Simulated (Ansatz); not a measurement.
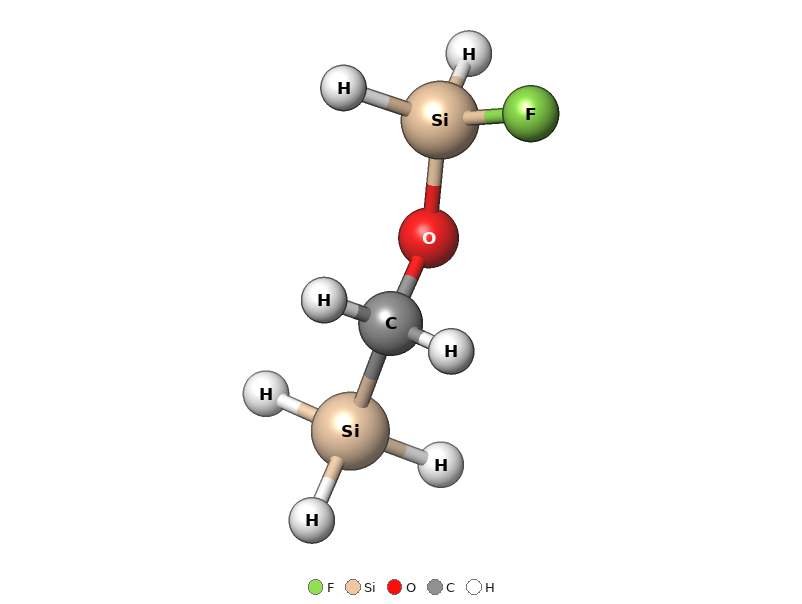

The computed structure is the end point of a PBE0-D4/def2-TZVP optimisation. No frequency run is at hand to confirm it as a minimum. Program: Ansatz 0.2.0.

Compare HOMO–LUMO gap (eV) at these levels: B3LYP-D4/def2-TZVPP; PBE-D4/def2-TZVPP; PBE0-D4/def2-TZVPP; r2SCAN-D4/def2-TZVPP; ωB97M-V/def2-TZVPP; ωB97X-V/def2-TZVPP.

| level | HOMO–LUMO gap (eV) |
| --- | --- |
| B3LYP-D4/def2-TZVPP | 8.43 |
| PBE-D4/def2-TZVPP | 6.61 |
| PBE0-D4/def2-TZVPP | 8.88 |
| r2SCAN-D4/def2-TZVPP | 7.34 |
| ωB97M-V/def2-TZVPP | 12.76 |
| ωB97X-V/def2-TZVPP | 13.25 |
